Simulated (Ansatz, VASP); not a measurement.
## MoS2 in two plane-wave programs

One calculation is typed for both programs; each brings its own data sets and cutoff. How far apart do they land? The cell comes out of earlier VASP steps on this material, which relaxed, scaled or displaced it; both programs get it as it stands.

Calculated with Ansatz 0.2.0; plane waves, with VASP 6.6.1 beside it; relaxation of cell and atoms at r2SCAN.

## 1. The starting structure

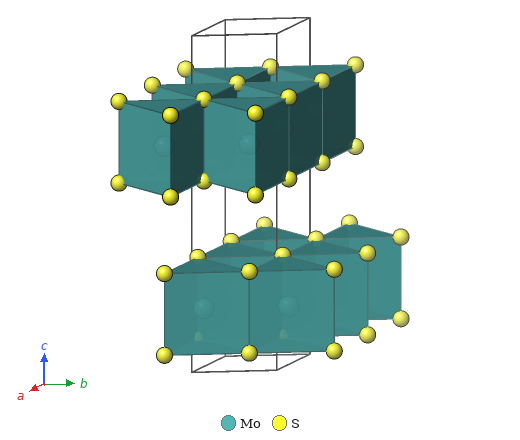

The starting structure, seen slightly off an axis (molybdenum teal, sulfur yellow). 3×2×1 cells are drawn. Some periodic images of atoms are drawn too.

## 2. VASP: relaxation of cell and atoms, r2SCAN

The relaxed volume is the usual yardstick between codes: its relative difference is about their pressure difference at one cell divided by the bulk modulus.

Lines of VASP's logs that name or quote its potential files are left out, and so is its time.

INCAR reads:

```
SYSTEM = MoS2
PREC = Accurate
ENCUT = 400
EDIFF = 1E-06
NELM = 100
ISMEAR = 0
SIGMA = 0.05
LREAL = .FALSE.
ALGO = Normal
METAGGA = R2SCAN
LASPH = .TRUE.
NBANDS = 32
LORBIT = 11
LWAVE = .FALSE.
LCHARG = .FALSE.
KPAR = 4
IBRION = 2
NSW = 60
ISIF = 3
EDIFFG = -0.01
```

POSCAR reads:

```
MoS2
1.0
    3.1820585831      0.0000000000      0.0000000000
   -1.5910292916      2.7557435693      0.0000000000
    0.0000000000      0.0000000000     12.7919415260
Mo S
2 4
Direct
    0.3333333333      0.6666666667      0.2500000000
    0.6666666667      0.3333333333      0.7500000000
    0.3333333333      0.6666666667      0.6285634122
    0.6666666667      0.3333333333      0.1285634122
    0.3333333333      0.6666666667      0.8714365878
    0.6666666667      0.3333333333      0.3714365878
```

KPOINTS reads:

```
Automatic mesh
0
Gamma
8 8 2
0 0 0
```

The projector-augmented-wave data sets are Mo_sv and S (PBE family, release 64).

On the command line:

```sh
$ mpirun -np 4 vasp_std
```

Numbers of over 12 decimals in the logs are rounded to 6 here.

The log of the run:

```text
[banner, memory and clock lines left out]
running    4 mpi-ranks, on    1 nodes
 distrk:  each k-point on    1 cores,    4 groups
 distr:  one band on    1 cores,    1 groups

 POSCAR found type information on POSCAR MoS
 POSCAR found :  2 types and       6 ions
|                                                                             |
|               ----> ADVICE to this user running VASP <----                  |
|                                                                             |
|     You enforced a specific xc type in the INCAR file but a different       |
|     [... a line on the potential file left out ...]
|     I HOPE YOU KNOW WHAT YOU ARE DOING!                                     |
|                                                                             |

 LDA part: xc-table for (None), standard interpolation
 POSCAR, INCAR and KPOINTS ok, starting setup
 FFT: planning ... GRIDC
 FFT: planning ... GRID_SOFT
 FFT: planning ... GRID
 WAVECAR not read
 entering main loop
       N       E                     dE             d eps       ncg     rms          rms(c)
DAV:   1     0.327920172565E+03    0.32792E+03   -0.26729E+04  1456   0.128E+03
DAV:   2    -0.892785464251E+02   -0.41720E+03   -0.40570E+03  1608   0.358E+02
DAV:   3    -0.109009316360E+03   -0.19731E+02   -0.19576E+02  1640   0.712E+01
DAV:   4    -0.109418762059E+03   -0.40945E+00   -0.40829E+00  1584   0.103E+01
DAV:   5    -0.109429852089E+03   -0.11090E-01   -0.11084E-01  1648   0.155E+00    0.379E+01
DAV:   6    -0.904336372815E+02    0.18996E+02   -0.22526E+01  1496   0.320E+01    0.132E+01
DAV:   7    -0.901560556673E+02    0.27758E+00   -0.42674E+00  1392   0.118E+01    0.669E+00
DAV:   8    -0.900809688112E+02    0.75087E-01   -0.88329E-01  1608   0.552E+00    0.342E+00
DAV:   9    -0.900828051286E+02   -0.18363E-02   -0.81700E-02  1592   0.169E+00    0.795E-01
DAV:  10    -0.900798694936E+02    0.29356E-02   -0.29387E-02  1592   0.948E-01    0.441E-01
DAV:  11    -0.900799866817E+02   -0.11719E-03   -0.14119E-03  1552   0.205E-01    0.284E-01
DAV:  12    -0.900798191887E+02    0.16749E-03   -0.55857E-04  1632   0.135E-01    0.153E-01
DAV:  13    -0.900798474820E+02   -0.28293E-04   -0.38652E-04  1608   0.119E-01    0.374E-02
DAV:  14    -0.900798479216E+02   -0.43960E-06   -0.13636E-05  1752   0.240E-02    0.192E-02
DAV:  15    -0.900798475341E+02    0.38751E-06   -0.17225E-06  1056   0.760E-03
   1 F= -.90079848E+02 E0= -.90079848E+02  d E =-.900798E+02
 curvature:   0.00 expect dE= 0.000E+00 dE for cont linesearch  0.000E+00
 trial: gam= 0.00000 g(F)=  0.219E-04 g(S)=  0.342E-04 ort = 0.000E+00 (trialstep = 0.100E+01)
 search vector abs. value=  0.561E-04
 bond charge predicted
       N       E                     dE             d eps       ncg     rms          rms(c)
DAV:   1    -0.900801135996E+02   -0.26568E-03   -0.84324E-03  1368   0.681E-01    0.149E-01
DAV:   2    -0.900799181112E+02    0.19549E-03   -0.91309E-04  1480   0.211E-01    0.427E-02
DAV:   3    -0.900798854902E+02    0.32621E-04   -0.10413E-04  1704   0.507E-02    0.207E-02
DAV:   4    -0.900798808699E+02    0.46204E-05   -0.26379E-05  1568   0.338E-02    0.161E-02
DAV:   5    -0.900798777953E+02    0.30745E-05   -0.32494E-06  1216   0.110E-02    0.110E-02
DAV:   6    -0.900798758030E+02    0.19923E-05   -0.10283E-06   904   0.604E-03    0.249E-03
DAV:   7    -0.900798753323E+02    0.47073E-06   -0.39193E-07   856   0.495E-03
   2 F= -.90079875E+02 E0= -.90079875E+02  d E =-.277981E-04
 trial-energy change:   -0.000028  1 .order   -0.000028   -0.000056   -0.000000
 step:   1.0053(harm=  1.0053)  dis= 0.00052  next Energy=   -90.079876 (dE=-0.282E-04)
 reached required accuracy - stopping structural energy minimisation
```

From OUTCAR (step 2):

```text
ion  position               nearest neighbor table
   1  0.333  0.667  0.250-   4 2.41   6 2.41   4 2.41   6 2.41   4 2.41   6 2.41
   2  0.667  0.333  0.750-   3 2.41   5 2.41   3 2.41   5 2.41   3 2.41   5 2.41
   3  0.333  0.667  0.629-   2 2.41   2 2.41   2 2.41
   4  0.667  0.333  0.129-   1 2.41   1 2.41   1 2.41
   5  0.333  0.667  0.871-   2 2.41   2 2.41   2 2.41
   6  0.667  0.333  0.371-   1 2.41   1 2.41   1 2.41

  LATTYP: Found a hexagonal cell.
 ALAT       =     3.1820585831
 C/A-ratio  =     4.0200207482

 Subroutine GETGRP returns: Found 24 space group operations
 (whereof 12 operations were pure point group operations)

The static configuration has the point symmetry D_3d.
 The point group associated with its full space group is D_6h.

 Found     20 irreducible k-points:

   k-points           NKPTS =     20   k-points in BZ     NKDIM =     20   number of bands    NBANDS=     32

   dimension x,y,z NGX =    24 NGY =   24 NGZ =   84
   dimension x,y,z NGXF=    48 NGYF=   48 NGZF=  168

   ENCUT  =  400.0 eV  29.40 Ry    5.42 a.u.   5.19  5.19 20.86*2*pi/ulx,y,z

   NELECT =      52.0000    total number of electrons

 k-points in reciprocal lattice and weights: Automatic mesh
   0.00000000  0.00000000  0.00000000       0.008
   0.12500000 -0.00000000  0.00000000       0.047
   0.25000000 -0.00000000  0.00000000       0.047
   0.37500000 -0.00000000  0.00000000       0.047
   0.50000000 -0.00000000  0.00000000       0.023
   0.12500000  0.12500000  0.00000000       0.047
   0.25000000  0.12500000  0.00000000       0.094
   0.37500000  0.12500000  0.00000000       0.094
   0.25000000  0.25000000  0.00000000       0.047
[...]
0.25000000  0.25000000  0.50000000       0.047
   0.37500000  0.25000000  0.50000000       0.047

 average (electrostatic) potential at core
       1 -80.6643       2 -80.6643       3 -88.0652       4 -88.0652       5 -88.0652
       6 -88.0652

 E-fermi :   7.0365

 k-point     1 :       0.0000    0.0000    0.0000
  band No.  band energies     occupation
    ...
     22       4.4591      2.00000
     23       4.4591      2.00000
     24       5.2309      2.00000
     25       5.7561      2.00000
     26       6.7130      2.00000
     27       9.0290      0.00000
     28       9.0290      0.00000
     29       9.0454      0.00000
     30       9.0454      0.00000
     31       9.2418      0.00000
    ...

 k-point     2 :       0.1250   -0.0000    0.0000
  band No.  band energies     occupation
    ...
     22       4.1111      2.00000
     23       4.6564      2.00000
     24       5.4921      2.00000
     25       5.7241      2.00000
     26       6.3184      2.00000
     27       8.7145      0.00000
     28       8.8410      0.00000
     29       8.9645      0.00000
     30       8.9775      0.00000
     31       9.0150      0.00000
    ...

 k-point     3 :       0.2500   -0.0000    0.0000
  band No.  band energies     occupation
    ...
     22       4.1622      2.00000
     23       4.4372      2.00000
     24       5.0315      2.00000
     25       5.3236      2.00000
     26       5.4201      2.00000
     27       8.1852      0.00000
     28       8.5453      0.00000
     29       8.6755      0.00000
     30       8.8929      0.00000
     31       9.0901      0.00000
    ...

  Total       -0.0184440     -0.0184440      0.0160550      0.0000000      0.0000000      0.0000000
  in kB       -0.2632481     -0.2632481      0.2291502      0.0000000      0.0000000      0.0000000
  external PRESSURE =      -0.0991153 kB  Pullay stress =       0.0000000 kB

  energy-cutoff  :      400.00
  volume of cell :      112.25
      direct lattice vectors                 reciprocal lattice vectors
     3.183238389 -0.000000000  0.000000000     0.314145495  0.181371986 -0.000000000
    -1.591619195  2.756765311 -0.000000000     0.000000000  0.362743972 -0.000000000
     0.000000000  0.000000000 12.791771512    -0.000000000 -0.000000000  0.078175255

 POSITION                                       TOTAL-FORCE (eV/Angst)
 -----------------------------------------------------------------------------------
     -0.00000      1.83784      3.19794         0.000000     -0.000000      0.000000
      1.59162      0.91892      9.59383        -0.000000      0.000000      0.000000
     -0.00000      1.83784      8.04095         0.000000     -0.000000      0.006901
      1.59162      0.91892      1.64507         0.000000     -0.000000      0.006901
     -0.00000      1.83784     11.14670         0.000000     -0.000000     -0.006901
      1.59162      0.91892      4.75082        -0.000000      0.000000     -0.006901
 -----------------------------------------------------------------------------------
    total drift:                               -0.000000      0.000000     -0.000000

  FREE ENERGIE OF THE ION-ELECTRON SYSTEM (eV)
  ---------------------------------------------------
  free  energy   TOTEN  =       -90.0798753323 eV

  energy  without entropy=      -90.0798753323  energy(sigma->0) =      -90.07987533

 reached required accuracy - stopping structural energy minimisation

 total charge
# of ion       s       p       d       tot
------------------------------------------
    1        2.284   6.221   3.904  12.409
    2        2.284   6.221   3.904  12.409
    3        1.355   2.365   0.000   3.720
    4        1.355   2.365   0.000   3.720
    5        1.355   2.365   0.000   3.720
    6        1.355   2.365   0.000   3.720
--------------------------------------------------
tot          9.987  21.902   7.808  39.696

[... 3 further parts left out ...]
```

CONTCAR:

```
MoS2
   1.00000000000000
     3.1832383891715317   -0.0000000000000214    0.0000000000000000
    -1.5916191946358029    2.7567653113295019   -0.0000000000000000
     0.0000000000000000    0.0000000000000000   12.7917715118105448
  Mo              S
     2     4
Direct
     0.3333333332999970    0.6666666667000030    0.2500000000000000
     0.6666666667000030    0.3333333332999970    0.7500000000000000
     0.3333333332999970    0.6666666667000030    0.6286035895736704
     0.6666666667000030    0.3333333332999970    0.1286035895736704
     0.3333333332999970    0.6666666667000030    0.8713964104263296
     0.6666666667000030    0.3333333332999970    0.3713964104263296
```

(Continued in part 2 of 2.)

[Lines on the potential files, build, host, timing and source positions are cut from VASP's logs without a mark.]

[Logs are printed without paths, hosts, clocks, repeated set-up lines and the standing remarks that a program may print on its own settings, such as how far it seeks lower states.]

[Hosts, paths, dates, database ids (printed as entryN), source tags and the programs' standing remarks are cut or masked in the printed files.]
